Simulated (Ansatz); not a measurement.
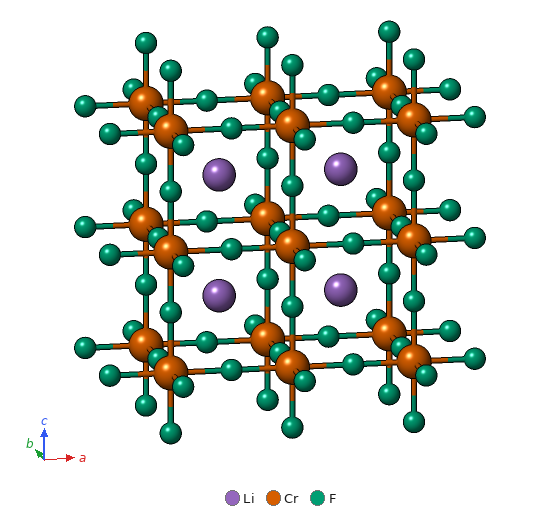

LiCrF3 (space group Pm-3m, No. 221): the end point of a relaxation with DFT PBE, scalar-relativistic, plane waves, PAW (Ansatz); the starting structure was generated, so it need not be a known form of this composition.

Bonds are taken as Cr–F below 2.3 Å; no other contact counts. Atoms with one bond or none are removed and atoms with two bonds are replaced by edges, until no such atom is left.

What kind of net remains, and which atoms are its nodes?

A uninodal 6-connected, three-periodic net: Cr is a 6-connected node. F becomes part of the edges. Li drops out.

Does the net have a name?

It is the pcu net, known from NaCl, ReO3 and the B-X framework of perovskite.

Is the net interpenetrated?

It is a single net, without interpenetration.

Give the point symbol of each node (shortest cycle at each angle).

Cr: 4¹²·6³.

Give the first four terms of the coordination sequence (nodes one, two, three … edges away).

Cr: 6, 18, 38, 66.

The simplified net, drawn on the atoms' positions. Nodes are coloured by element. Edges to nodes outside the piece are drawn as stubs.

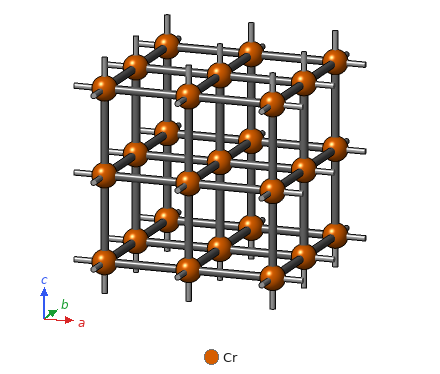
